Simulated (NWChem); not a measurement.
# InF (SMILES [F][In]): r2SCAN/def2-TZVPP (core potential)

Aim: the energy change on altering one bond length of InF at r2SCAN/def2-TZVPP (core potential), from 2 runs. 

The results are computed with NWChem 7.3.0.

11 further runs of the same task are left out: 3 that didn't finish, 8 set aside as unsound or not needed. Runs told in other sessions of the task aren't counted.

## (1) The molecule

InF has 2 atoms, charge 0, and is taken as a singlet. SMILES: `[F][In]`. The coordinates come from a PBE0-D4/def2-TZVP relaxation.

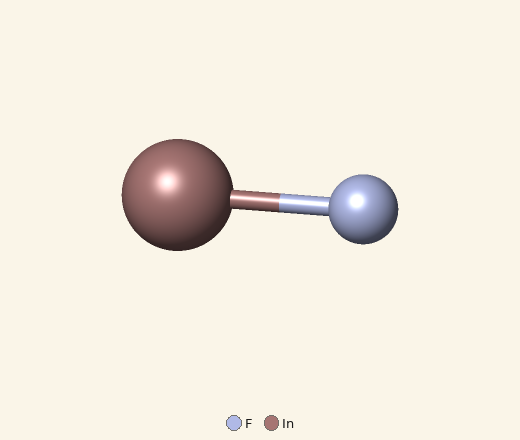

Viewed from a chosen angle; fluorine light blue, indium brown.

## (2) Energy and gradient at r2SCAN/def2-TZVPP (core potential)

Contents of geom.nw:

```
start geom
memory stack 880 mb heap 220 mb global 1100 mb
charge 0

geometry noautosym nocenter noautoz
 F        0.000000       0.000000       0.015910
 In       0.000000       0.000000       2.009580
end

basis spherical bse
 * library def2-TZVPP
end

ecp bse
 In library def2-TZVPP
end

dft
 xc r2scan
 mult 1
 grid xfine
 convergence energy 1e-08
 maxiter 100
 mulliken
 noprint "final vectors analysis"
end

task dft gradient
```

On the command line:

```
nwchem geom.nw > geom.out
```

The program printed:

```text
[...]
          Wavefunction type:  closed shell.
          No. of atoms     :     2
          No. of electrons :    30
[...]
          Charge           :     0
          Spin multiplicity:     1
[...]
          AO basis - number of functions:    81
[...]
              XC Information
              --------------
                      r^2SCAN Method XC Functional
               r^2SCAN metaGGA Exchange Functional  1.000
                     r^2SCAN Correlation Potential  1.000
[...]
 d= 0,ls=0.0,diis     1   -290.0109667983 -3.40D+02  3.37D-02  8.35D-01     2.6
[...]
 d= 0,ls=0.0,diis    10   -290.1143819558 -6.69D-09  5.25D-07  2.31D-09    20.6
         Total DFT energy =     -290.114381955783
      One electron energy =     -575.733109782508
           Coulomb energy =      262.707987826007
    Exchange-Corr. energy =      -27.255285500465
 Nuclear repulsion energy =       50.166025501183
[...]
      Total Density - Mulliken Population Analysis
     ---------------------------------------------
    Atom       Charge   Shell Charges
 -----------   ------   -------------------------------------------------------
    1 F    9     9.52   0.77  1.20  0.63  0.95  0.42  2.26  2.12  1.18  0.00  0.00  0.00
    2 In  21    20.48   0.41 -0.87  1.65  0.81  1.21  0.71 -0.41  6.39  0.24  0.19  0.02  8.83  1.14  0.10  0.00  0.03
[...]
  wavefunction    = closed shell
                         DFT ENERGY GRADIENTS
    atom               coordinates                        gradient
                 x          y          z           x          y          z
   1 F       0.000000   0.000000   0.030066   -0.000000   0.000000  -0.000183
   2 In      0.000000   0.000000   3.797556    0.000000  -0.000000   0.000183
[...]
```

Wall time 28 s (1 thread of Intel Xeon at 2.80GHz (Skylake/Cascade Lake), shared host); peak memory 0.13 GiB.

## (3) The distorted shape: a single-point energy at r2SCAN/def2-TZVPP (core potential)

Contents of run.py:

```python
from ase import Atoms
from ase.calculators.nwchem import NWChem

system = Atoms('FIn', positions=[
    [0.000000, 0.000000, -0.582220],
    [-0.000000, -0.000000, 2.009580],
])

calc = NWChem(
    label='mol',
    theory='dft',
    memory='2200 mb',
    basis='def2-TZVPP',
    basispar='spherical bse',
    dft={'xc': 'r2scan', 'mult': '1', 'grid': 'xfine', 'convergence': 'energy 1e-08', 'iterations': '100', 'mulliken': None},
    task='energy',
    **{'ecp bse': {'In library': 'def2-TZVPP'}},
)
system.calc = calc

e = system.get_potential_energy()
print(f"E = {e:.6f} eV")
print("dipole (e A):", system.get_dipole_moment().round(4))
```

On the command line:

```
export ASE_NWCHEM_COMMAND="nwchem PREFIX.nwi > PREFIX.nwo"
python run.py
```

The program printed:

```text
E = -7893.122647 eV
dipole (e A): [ 0.     -0.      1.3832]
```

The calculator wrote mol.nwi:

```
title "mol"

permanent_dir mol

scratch_dir mol

start mol

geometry units angstrom nocenter noautosym noautoz
  F  0.0000000000000000e+00 0.0000000000000000e+00 -5.8221999999999996e-01
  In -0.0000000000000000e+00 -0.0000000000000000e+00 2.0095800000000001e+00
end

memory 2200 mb

basis spherical bse noprint
   * library def2-TZVPP
end

dft
  xc r2scan
  mult 1
  grid xfine
  convergence energy 1e-08
  iterations 100
  mulliken
end
ecp bse
  In library def2-TZVPP
end

task dft energy
```

mol.nwo:

```text
Northwest Computational Chemistry Package (NWChem) 7.3.0
             --------------------------------------------------------

           Job information
           ---------------

    nwchem branch   = 7.3.0
    use scalapack   = T
    input           = mol.nwi
    prefix          = mol.
    data base       = mol/mol.db
    status          = startup
    nproc           =        1

           Memory information
           ------------------

    heap     =     72089596 doubles =      550.0 Mbytes
    stack    =     72089601 doubles =      550.0 Mbytes
    global   =    144179200 doubles =     1100.0 Mbytes (distinct from heap & stack)
    total    =    288358397 doubles =     2200.0 Mbytes
    verify   = yes
    hardfail = no

           Directory information
           ---------------------

  0 permanent = mol
  0 scratch   = mol

[... 58 lines left out ...]
  convergence criterion.
[... 18 lines left out ...]
          Convergence on density requested:  1.00D-05
[... 21 lines left out ...]
          Convergence Information
[... 58 lines left out ...]
   convergence    iter        energy       DeltaE   RMS-Dens  Diis-err    time
[... 22 lines left out ...]
           Coulomb energy =      251.045513695625
[... 7 lines left out ...]
                       DFT Final Molecular Orbital Analysis
[... 575 lines left out ...]
 center of mass
 --------------
 x =   0.00000000 y =   0.00000000 z =   3.10264539

 moments of inertia (a.u.)
 ------------------
         391.079012403320           0.000000000000           0.000000000000
           0.000000000000         391.079012403320           0.000000000000
           0.000000000000           0.000000000000           0.000000000000

     Multipole analysis of the density
     ---------------------------------

     L   x y z        total         alpha         beta         nuclear
     -   - - -        -----         -----         ----         -------
     0   0 0 0      0.000000    -15.000000    -15.000000     30.000000

     1   1 0 0      0.000000      0.000000      0.000000      0.000000
[... 8 lines of this table left out ...]
     2   0 0 2    -14.239369   -163.992019   -163.992019    313.744670

 Task  times  cpu:       20.1s     wall:       20.1s
 Total times  cpu:       20.1s     wall:       20.1s
```

Run time: 21 s. Hardware: 1 thread of Intel Xeon at 2.80GHz (Skylake/Cascade Lake), shared host; peak memory 0.12 GiB.

## (4) Summary of results

At r2SCAN/def2-TZVPP (core potential):

| quantity | value |
| --- | --- |
| first shape: total energy | -290.11438 Eh |
| first shape: dipole moment | 3.04 D |
| first shape: largest force on an atom | 0.009 eV/Å |
| distorted shape: total energy | -290.06691 Eh |
| distorted shape: dipole moment | 6.64 D |
| distorted shape: HOMO energy | -5.90 eV |
| distorted shape: LUMO energy | -2.79 eV |
| distorted shape: HOMO–LUMO gap | 3.11 eV |
| energy change with the F1–In2 bond stretched from 1.994 to 2.592 Å | 1.292 eV |

**Reading.** With the F1–In2 bond stretched from 1.994 to 2.592 Å the energy rises by 1.29 eV (125 kJ/mol).
